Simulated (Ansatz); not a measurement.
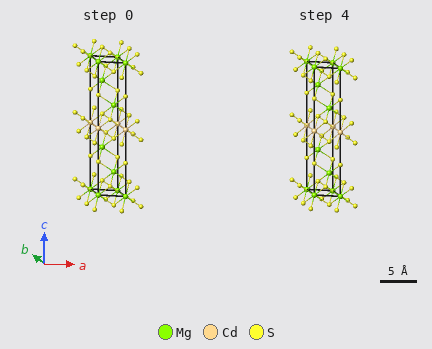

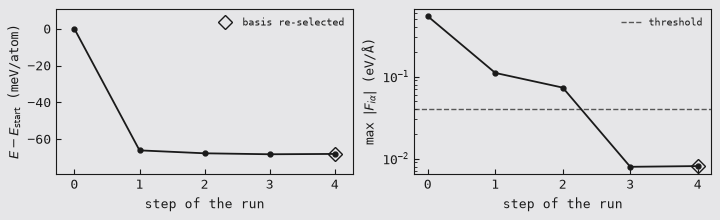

First and last geometry of a relaxation of crystalline Mg₅CdS₆ (a generated structure, set up in P-3m1) (coarse preliminary run), with the history of the run. Style: ball-and-stick. Shown: the cell of the calculation, slightly off an axis.

All numbers below come from Ansatz, DFT PBE, scalar-relativistic, plane waves, PAW. Settings: plane-wave cutoff 420 eV; k-point mesh 6 × 6 × 1; occupations gaussian; smearing width 0.1 eV; no spin polarisation; cell and atoms relaxed; force threshold 0.04 eV/Å; at most 70 steps.

Read the history and describe the run.

It converged. The energy falls by 68.1 meV per atom in 3 accepted moves (4 points after the start). Largest force component: 0.54 eV/Å at the start, 0.0081 eV/Å at the end. The pressure goes from −7.01 to −0.08 GPa. At 1 point the geometry stayed and the basis and grid were re-selected for the new cell (energy shift of 0.2 meV per atom at most each time). The largest moves relative to the cell, 0.13 Å, are those of S atoms. Largest moves by element: S 0.13 Å, Mg 0.09 Å. Cd stays in place. The drawn cell changes as follows: a = b 3.895 → 3.733 Å (−4.2 %), c 19.080 → 18.304 Å (−4.1 %); the volume changes by −11.9 %. Near-neighbour distances that change, for instance: Mg–S 2.754 → 2.617 Å, Cd–S 2.754 → 2.715 Å. Bond angles that change, for instance: Cd–S–Cd 90.0° → 86.8°, S–Cd–S 90.0° → 86.8°, S–Cd–S 90.0° → 93.2°. The space group stays P-3m1 (No. 164).
